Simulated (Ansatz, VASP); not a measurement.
# FeMo: VASP beside Ansatz

One calculation is typed for both programs; each brings its own data sets. How far apart do they land? The cell is invented: As first built, before any earlier steps moved the atoms (in the runner's words): it takes the FeRu structure with some of its atoms replaced by other elements, volume scaled by an estimate. It may not be a known or stable phase. Of the first pair: The cell is a member of a volume series, scaled by 0.94 from a relaxed one, so a pressure remains. Valence electrons are named where the data sets of a main pair hold unlike numbers.

Calculated with Ansatz 0.2.0; plane waves, with VASP 6.6.1 beside it; single point at LDA.

## (1) Set-up

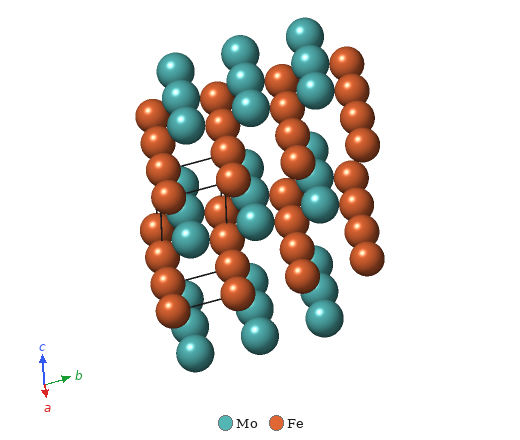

The cell as given, slightly off an axis (molybdenum teal, iron orange). 3×3×2 cells are drawn. Some periodic images of atoms are drawn too.

## (2) Ansatz: single point, LDA, volume scaled by 0.94

Ansatz runs on its default PAW (the set named soft_2) files.

A single point gives forces, pressure and levels at one fixed geometry, so differences don't come from the geometry; what else differs is listed under the comparison.

Contents of input.yaml:

```yaml
crystal:
  lattice:
    - [2.5882861592, -2.63e-08, 0.0]
    - [-1.2941426354, 2.2415216856, 0.0]
    - [0.0, 0.0, 4.0395970061]
  atoms:
    - { symbol: Mo, position: [0.66666667, 0.33333333, 0.0], spin: 1.0 }
    - { symbol: Fe, position: [0.0, 0.0, 0.5], spin: 3.0 }
hamiltonian:
  xc: lda
  pseudopotentials: { kind: paw }
magnetization:
  spin_polarized: true
kpoints:
  mp_grid: { grid: [10, 10, 6] }
scf:
  occupations: { method: fermi_dirac, width: 0.05 }
  n_extra_bands: 4
output:
  forces: true
  stress: true
  eigenvalues: true
```

Run with:

```bash
$ ansatz run input.yaml --threads 2 --pin off --max-ram 4608MiB --backend cpu --events-out ev --progress --plain --runs-dir out
```

Numbers of over 12 decimals in the logs are rounded to 6 here.

Output:

```text
Warning: the atoms were moved onto the symmetric positions of the space group found under crystal.symmetry.tolerance 1.0e-5 (fractional; no operation is sought that the atoms, as they stand in a round, miss by more than twice it, and no atom is moved by as much as it), and the run uses the moved positions. Before a round's move an operation carried an atom to 1.29e-8 Å from where it should land, the largest such dist [...]
Warning: the band count 19 (scf.n_extra_bands) hosts the net moment |M| = 4.0000 μB (N_el = 30) but caps the reachable moment at 2·n_bands − N_el = 8.0000 μB, below the 21 bands that the automatic rule leaves for it — a moment growing past the seed, or the majority channel's smearing tail, pins there with fewer empty majority states than that count leaves; raise or omit scf.n_extra_bands unless the cap is intended
scf.n_extra_bands = 4 over 15 filled bands (N_el = 30.0): the run solves 19 bands
Engine: ansatz 0.2.0, aarch64-unknown-linux-gnu
Pseudopotentials: kind: paw
Pseudopotential: Mo, paw, valence charge 14, recommended cutoff 420 eV (normal), Mo.paw.azcp
Pseudopotential: Fe, paw, valence charge 16, recommended cutoff 420 eV (normal), Fe.paw.azcp
Functional definition: SPW92
  exchange = slater_x
  correlation = pw_c
Crystal: 2 atoms, lattice volume = 23.437 Å³
Basis set: ecut = 420 eV, 451 PW (Γ)
Bands: 19, of which v1, the nominal top of the filled ones, is band 15 counted from 1 (14 counted from 0)
Symmetry: 12 space group operations
Space group: P-6m2 (ITA 187), of the structure as read, at distance tolerance 2.9e-5 Å
Magnetic group: BNS 187.209 (UNI 1439), of the structure as read, at distance tolerance 2.9e-5 Å
k-points: 56 of 600 (time reversal used)
Non-local potential: Mo, projectors of the file, l = 0: 3, l = 1: 2, l = 2: 2, l = 3: 1
Non-local potential: Fe, projectors of the file, l = 0: 3, l = 1: 2, l = 2: 3, l = 3: 1
PAW form: soft (Blöchl's): semilocal exchange-correlation on the pseudo side does not see the compensation charge
PAW frozen core: Mo, regenerated for the run's functional, and the local potential with it (the file was generated under x = pbe(κ = 0.804, μ = 0.219515), c = pbe(β = 0.066725))
PAW frozen core: Fe, regenerated for the run's functional, and the local potential with it (the file was generated under x = pbe(κ = 0.804, μ = 0.219515), c = pbe(β = 0.066725))
PAW one-centre angular grid: Mo, 590 points (default); XC on 64 Gauss nodes
PAW one-centre angular grid: Fe, 590 points (default); XC on 64 Gauss nodes
Initial density: superposition of atomic densities (chi_scale 0.1, normalization cell)
Starting moments: Σ|m| = 4 μB on 2 of 2 sites
Initial wavefunctions: pseudopotential atomic-orbital guess
Functional: x = slater, c = lda
SCF iter   1: F=—  HF=-9264.061853 eV  |F-HF|=—  |Δ(HF+E_count)|=         —  Δρ=2.38e-1 (↑2.38e-1 ↓1.55e-1)  dr2=3.01e0  dr2_m=7.80e0  M=0.564 μB ∫|m|=0.598 μB  β_m=0.30  ethr=3.10e-3  ⟨swp⟩=4.3  Hψ=8332  notcnv=0
Mixer restart at iter 1: flushing history
preconditioner: auto → none  [metal: Δε(μ)=0.011 eV  Ē_g=5.567 eV  σ=0.050 eV  W_gap=0.05  n_scr=8 (ndim 8)  ℏωp=28.7 eV  f_vac=0.000  D(μ)=1.86/eV (n_scr^D=22)  sad-step TF]
SCF iter   2: F=—  HF=-9262.310184 eV  |F-HF|=—  |Δ(HF+E_count)|=    1.75e0  Δρ=1.48e-1 (↑1.48e-1 ↓1.33e-1)  dr2=1.69e0  dr2_m=3.95e0  M=0.541 μB ∫|m|=0.566 μB  β_m=0.62  ethr=3.10e-3  ⟨swp⟩=2.4  Hψ=4120  notcnv=0
SCF iter   3: F=—  HF=-9264.279508 eV  |F-HF|=—  |Δ(HF+E_count)|=    1.97e0  Δρ=2.05e-1 (↑2.05e-1 ↓1.23e-1)  dr2=2.73e1  dr2_m=4.42e-1  M=0.141 μB ∫|m|=0.178 μB  β_m=0.39  ethr=3.10e-3  ⟨swp⟩=4.0  Hψ=7320  notcnv=0  recentre
SCF iter   4: F=—  HF=-9262.238845 eV  |F-HF|=—  |Δ(HF+E_count)|=    2.04e0  Δρ=2.39e-2 (↑1.73e-2 ↓2.39e-2)  dr2=1.85e-2  dr2_m=8.92e-2  M=0.237 μB ∫|m|=0.266 μB  β_m=0.51  ethr=3.10e-3  ⟨swp⟩=3.9  Hψ=5762  notcnv=0  defer=3
SCF iter   5: F=—  HF=-9262.299749 eV  |F-HF|=—  |Δ(HF+E_count)|=   6.09e-2  Δρ=8.12e-3 (↑3.34e-3 ↓8.12e-3)  dr2=8.43e-3  dr2_m=6.47e-3  M=0.076 μB ∫|m|=0.102 μB  β_m=0.74  ethr=6.18e-5  ⟨swp⟩=2.2  Hψ=4600  notcnv=0
SCF iter   6: F=—  HF=-9262.297105 eV  |F-HF|=—  |Δ(HF+E_count)|=   2.64e-3  Δρ=1.91e-3 (↑1.59e-3 ↓1.91e-3)  dr2=2.54e-3  dr2_m=3.40e-4  M=0.026 μB ∫|m|=0.038 μB  β_m=0.77  ethr=2.81e-5  ⟨swp⟩=2.3  Hψ=3934  notcnv=0
SCF iter   7: F=—  HF=-9262.297205 eV  |F-HF|=—  |Δ(HF+E_count)|=   9.96e-5  Δρ=1.72e-3 (↑1.72e-3 ↓1.43e-3)  dr2=1.65e-3  dr2_m=3.20e-5  M=0.002 μB ∫|m|=0.006 μB  β_m=0.71  ethr=8.48e-6  ⟨swp⟩=2.0  Hψ=3587  notcnv=0
SCF iter   8: F=—  HF=-9262.297576 eV  |F-HF|=—  |Δ(HF+E_count)|=   3.71e-4  Δρ=8.81e-4 (↑8.81e-4 ↓1.87e-4)  dr2=1.55e-4  dr2_m=5.04e-5  M=0.005 μB ∫|m|=0.007 μB  β_m=0.86  ethr=5.50e-6  ⟨swp⟩=2.0  Hψ=2906  notcnv=0
SCF iter   9: F=—  HF=-9262.297650 eV  |F-HF|=—  |Δ(HF+E_count)|=   7.38e-5  Δρ=1.22e-4 (↑7.51e-5 ↓1.22e-4)  dr2=1.02e-5  dr2_m=1.55e-7  M=-0.001 μB ∫|m|=0.001 μB  β_m=0.76  ethr=5.18e-7  ⟨swp⟩=2.0  Hψ=2637  notcnv=0
[...]
SCF 1 converged in 13 iterations: F = -9262.297651 eV  dr2 = 8.16e-10
  greatest PAW one-centre occupation: 1.001 electrons in one spin orbital (limit 2), on the Fe atom at site 1 (counted from 0), in its partial waves of l = 1
Starting moments: Σ|m| = 9 μB on 2 of 2 sites
[...]
preconditioner: auto → none  [metal: Δε(μ)=0.021 eV  Ē_g=6.165 eV  σ=0.050 eV  W_gap=0.10  n_scr=8 (ndim 8)  ℏωp=28.7 eV  f_vac=0.000  D(μ)=2.42/eV (n_scr^D=34)  sad-step TF]
[...]
spin-set hold released at iteration 7 (site moments contracting): the magnetisation degrees of freedom join the quasi-Newton model from the next iteration; the mixer history was flushed
[...]
SCF iter  16: F=—  HF=-9262.297605 eV  |F-HF|=—  |Δ(HF+E_count)|=   1.02e-4  Δρ=5.08e-4 (↑5.08e-4 ↓3.32e-4)  dr2=1.51e-5  dr2_m=3.70e-5  M=0.031 μB ∫|m|=0.033 μB  β_m=0.86  ethr=2.38e-7  ⟨swp⟩=2.0  Hψ=3323  notcnv=0
SCF iter  17: F=—  HF=-9262.297650 eV  |F-HF|=—  |Δ(HF+E_count)|=   4.54e-5  Δρ=1.40e-4 (↑1.40e-4 ↓6.17e-5)  dr2=8.07e-6  dr2_m=1.22e-6  M=0.005 μB ∫|m|=0.006 μB  β_m=0.79  ethr=5.04e-8  ⟨swp⟩=2.2  Hψ=3936  notcnv=0
SCF iter  18: F=—  HF=-9262.297650 eV  |F-HF|=—  |Δ(HF+E_count)|=   2.32e-7  Δρ=5.29e-5 (↑5.29e-5 ↓2.74e-5)  dr2=2.50e-7  dr2_m=2.90e-7  M=0.003 μB ∫|m|=0.003 μB  β_m=0.90  ethr=2.69e-8  ⟨swp⟩=2.3  Hψ=3155  notcnv=0
SCF iter  19: F=—  HF=-9262.297651 eV  |F-HF|=—  |Δ(HF+E_count)|=   3.50e-7  Δρ=1.41e-5 (↑9.20e-6 ↓1.41e-5)  dr2=1.11e-7  dr2_m=2.06e-8  M=0.001 μB ∫|m|=0.001 μB  β_m=0.93  ethr=3.33e-10  ⟨swp⟩=3.0  Hψ=5188  notcnv=0
SCF iter  20: F=—  HF=-9262.297651 eV  |F-HF|=—  |Δ(HF+E_count)|=   1.99e-7  Δρ=5.17e-5 (↑5.17e-5 ↓5.05e-5)  dr2=3.52e-6  dr2_m=9.24e-10  M=0.000 μB ∫|m|=0.000 μB  β_m=0.54  ethr=3.33e-10  ⟨swp⟩=3.0  Hψ=4708  notcnv=0  recentre
iter 21 did not close the SCF: its close was put off for a magnetic moment that had not settled (scf_convergence_deferred on its scf_iter line)
SCF iter  21: F=-9262.297651 eV  HF=-9262.297651 eV  |F-HF|=7.06e-10  |Δ(HF+E_count)|=   1.89e-7  Δρ=2.75e-6 (↑2.67e-6 ↓2.75e-6)  dr2=1.71e-9  dr2_m=1.22e-9  M=0.000 μB ∫|m|=0.000 μB  β_m=0.76  ethr=3.33e-10  ⟨swp⟩=1.0  Hψ=5541  notcnv=0
iter 22 did not close the SCF: its close was put off for a magnetic moment that had not settled (scf_convergence_deferred on its scf_iter line)
SCF iter  22: F=-9262.297651 eV  HF=-9262.297651 eV  |F-HF|=1.78e-10  |Δ(HF+E_count)|=   1.23e-9  Δρ=8.83e-7 (↑6.01e-7 ↓8.83e-7)  dr2=2.56e-10  dr2_m=8.07e-11  M=0.000 μB ∫|m|=0.000 μB  β_m=0.77  ethr=5.69e-12  ⟨swp⟩=1.0  Hψ=5621  notcnv=0
SCF iter  23: F=-9262.297651 eV  HF=-9262.297651 eV  |F-HF|=7.64e-11  |Δ(HF+E_count)|=  4.91e-11  Δρ=4.23e-7 (↑4.23e-7 ↓3.20e-7)  dr2=7.60e-11  dr2_m=3.62e-12  M=0.000 μB ∫|m|=0.000 μB  ethr=1.00e-12  ⟨swp⟩=1.0  Hψ=6510  notcnv=0
SCF 2 converged in 23 iterations: F = -9262.297651 eV  dr2 = 7.60e-11
the search or the solves at the SCF's close seem to have found levels that the self-consistency loop had missed (the run counts 1). By its estimate they hold under 1e-12 electrons; where the run keeps them, the occupations were computed again with them
WARN: the starting moments were not kept: the SCF closed with an absolute magnetisation of 1.8e-5 μB, where they sum to 4 μB in size (2 sites). That is at most 0.1 of that sum. Measured as dr2_m measures the in/out step, that magnetisation stands 4.7e-10 eV from none, at or under the dr2_threshold of 1.0e-7 eV: it is no larger than a step whose dr2_m would equal this threshold. The system may hold no moment; this SCF [...]
SCF converged after 13 iterations
Magnetization: -0.0000 μB (15.0000 up, 15.0000 down)
Absolute magnetization: 0.0000 μB (∫|ρ↑−ρ↓|, with the PAW one-centre terms)
Spin contamination: 0.0000 ħ² per cell (⟨S²⟩ above its minimum at these occupations)
Per-site moments (μB) at R_I (Å): [(-9.209234286522494e-7, 1.036407), (-1.5969958388870776e-5, 1.036407)]
Free energy (F): -9262.297651 eV
Harris-Foulkes:  -9262.297651 eV  (|F-HF|=7.89e-10)
Internal energy: -9262.274735 eV  (E = F + TS)
E sigma→0 (E₀):  -9262.286193 eV
Entropy (-TS):   -0.022916 eV (-11.458 meV/atom)
Fermi energy:    22.927332 eV
--- Per-component energies (eV) ---
  E_band       = -163.990894
  E_kinetic    = 807.414133
  E_local      = -2720.111272  (includes V_loc(G=0)·N_el)
  E_nonlocal   = 368.210215
  E_hartree    = 1106.241000
  E_xc         = -304.200887
  E_vxc        = -386.350879  (∫ρ·V_xc dr)
  E_paw        = -4394.600187  (= ΣΔE_a)
  E_vpaw       = -445.637261  (= ΣTr[D̂ρ^β])
  E_aug_tail   = 0.000876  (compensation charges beyond the density's cutoff)
  E_ewald      = -4126.102966
  E_core_change = 0.874352  (= ΣΔE_core)
  E_smearing   = -0.022916  (= −TS)
  E_closure    = -0.000000  (closes the sum)
  Σ components = -9262.297651   (vs F -9262.297651, Δ=0.00e0)
--- Forces (eV/Å), atoms counted from 1 ---
  atom   1  Mo    -0.00000000     0.00000000     0.00000000
  atom   2  Fe    -0.00000000     0.00000000    -0.00000000
  max |Σ_I F_I| component: 2.78e-17 eV/Å
--- Stress (GPa, compression-positive) ---
       19.676573       0.000000       0.000000
        0.000000      19.676573      -0.000000
        0.000000      -0.000000      21.059045
  P = ⅓ Tr σ = 20.1374 GPa (201.374 kbar)
--- Band table (eV; the first three rows and the last of 112) ---
  k-point 0 ↑: bands = [... 11 lower, 21.5605, 21.8716, 22.3793, 22.3793, 22.4375, 22.4375, 24.9412, 26.4083]
  k-point 1 ↑: bands = [... 11 lower, 21.4117, 21.7221, 22.0466, 22.0466, 22.9626, 22.9626, 24.0397, 26.4234]
  k-point 2 ↑: bands = [... 11 lower, 21.2780, 21.3948, 21.6902, 21.6902, 22.3086, 23.5920, 23.5920, 26.3964]
  k-point 55 ↓: bands = [... 11 lower, 20.4351, 21.1675, 21.5193, 22.9070, 23.0363, 24.4318, 26.3334, 29.1607]
```

It took 22 s on 2 threads of Arm Neoverse N1, shared host; peak memory 0.33 GiB; 40 s of CPU time.

The run ends at a pressure of 20.14 GPa.

[end of part 1 of 3]

[Lines on the potential files, build, host, timing and source positions are cut from VASP's logs without a mark.]

[Logs are printed without paths, hosts, clocks, repeated set-up lines and the standing remarks that a program may print on its own settings, such as how far it seeks lower states.]

[Hosts, paths, dates, database ids (printed as entryN), source tags and the programs' standing remarks are cut or masked in the printed files.]
